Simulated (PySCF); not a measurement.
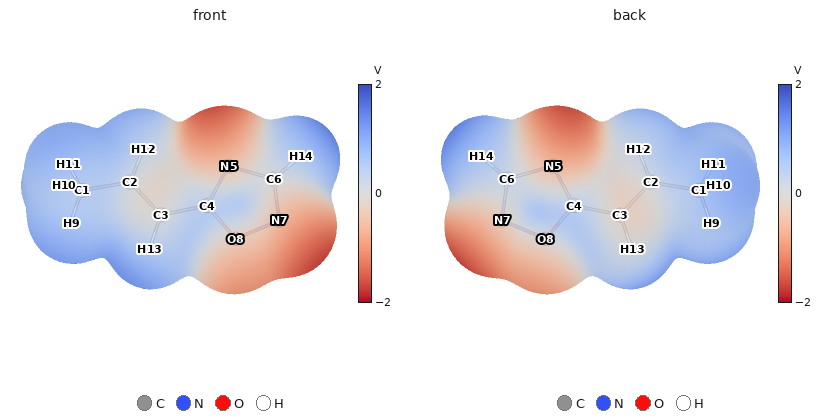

*C5H6N2O (SMILES C/C=C/c1ncno1). The molecular electrostatic potential painted on the density surface at 0.002 e/bohr³, seen from the front and from behind; the colour scale runs from red (negative) to blue (positive).*

Geometry: GFN2-xTB, MD frame at 250 fs, 200 K.

The calculation used PBE0/pcSseg-1, SCF density, gas phase, non-relativistic in PySCF.

| atom | x (Å) | y (Å) | z (Å) |
| --- | --- | --- | --- |
| C | 2.5866 | 0.5999 | 0.1276 |
| C | 1.1622 | 0.4873 | 0.4720 |
| C | 0.3241 | -0.3491 | -0.1491 |
| C | -1.0504 | -0.3851 | 0.1640 |
| N | -1.7454 | 0.3864 | 1.0060 |
| C | -3.0506 | -0.1281 | 0.8637 |
| N | -3.1586 | -0.9579 | -0.0770 |
| O | -1.8358 | -1.1799 | -0.5148 |
| H | 2.9148 | 0.1676 | -0.8124 |
| H | 3.2742 | 0.2342 | 0.8613 |
| H | 2.8073 | 1.6758 | 0.0994 |
| H | 0.7243 | 1.1536 | 1.1894 |
| H | 0.6888 | -0.8885 | -1.0378 |
| H | -3.8807 | 0.2496 | 1.3873 |

**Which sites attract a positive test charge, and which a negative one?**

A positive charge is drawn to the negative regions and a negative charge to the positive ones. The most negative region (about −1.7 V) lies over N7, the most positive (about +1.4 V) over H14. N7 is the likeliest acceptor of a hydrogen bond.

**How polar is the molecule by this calculation?**

Its dipole moment is 3.02 D.
